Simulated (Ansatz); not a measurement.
F$_{2}$H$_{2}$SiSn (SMILES F[SiH](F)[SnH])

Input

```
crystal:
  periodic: [false, false, false]
  atoms:
    - symbol: F
      position_ang: [-1.106700, -0.480474, 1.653637]
    - symbol: F
      position_ang: [-3.408610, 0.256154, 2.667251]
    - symbol: Si
      position_ang: [-2.641550, -0.092410, 1.274711]
    - symbol: Sn
      position_ang: [-2.601403, 2.088860, -0.255560]
    - symbol: H
      position_ang: [-3.266395, -1.355368, 0.775803]
    - symbol: H
      position_ang: [-1.784881, 2.852328, 1.125358]
basis:
  gaussian:
    orbitals: def2-TZVPD
hamiltonian:
  xc: {name: PBE0}
output:
  forces: true
  orbitals: {seedname: orbitals}
```

Launched as:

```sh
ansatz run input.yaml --threads 2 --pin off --max-ram 4350MiB --events-out events.jsonl --progress --plain --runs-dir runs
```

Geometry: PBE0-D3(BJ)/def2-SVP; core potentials replace the inner electrons of Sn.

The calculation used isolated molecule in a Gaussian basis; Kohn-Sham density functional theory, functional PBE0 in Ansatz 0.2.0.

What will maps of the electron density and electron localisation function show?

Answer. Si–F (1.63 Å): the density is about 1.1 e/Å³ at the midpoint; the ELF peaks at about 0.85 in the valence shell of F, 0.5 Å from its nucleus, and is about 0.50 at the midpoint.
Si–Sn (2.66 Å): ρ is about 0.47 e/Å³ halfway; the ELF peaks at about 1 between the atoms (a covalent bond).

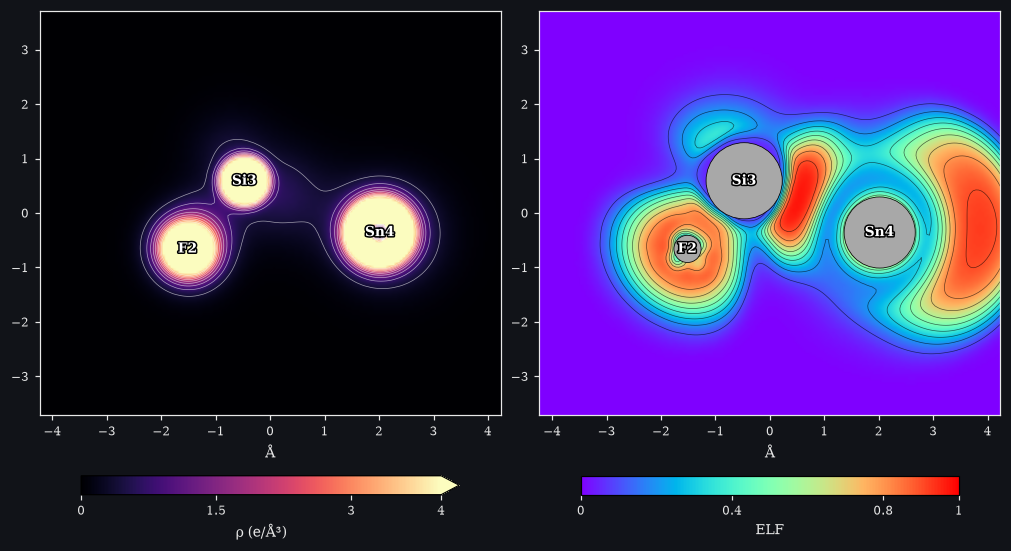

Computed electron density and electron localisation function on the plane of atoms F2, Si3 and Sn4, in this order. Grey discs cover the atomic cores in the ELF map. 
